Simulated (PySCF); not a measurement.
SMILES BrBr, singlet at its B3LYP/def2-SVP optimised geometry (Å):

```
2

Br    -1.1658     0.0000     0.0000
Br     1.1658     0.0000     0.0000
```

Calculation: PySCF with B3LYP/def2-TZVP. Cells within 0.4 Å of a nucleus heavier than hydrogen are left out (blank, or x).

Map of the log10 of the electron density (e/bohr³), floored at −4 on the plane z = 0.0 Å:

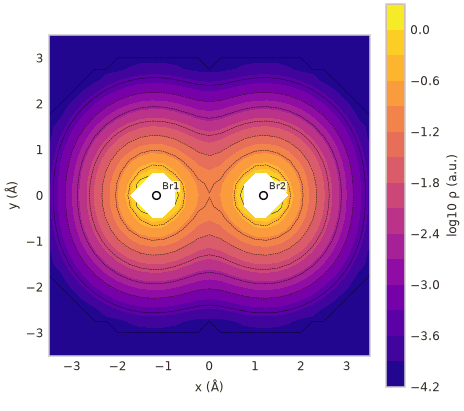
Log10 of the electron density (e/bohr³), floored at −4 on the plane z = 0.0 Å.
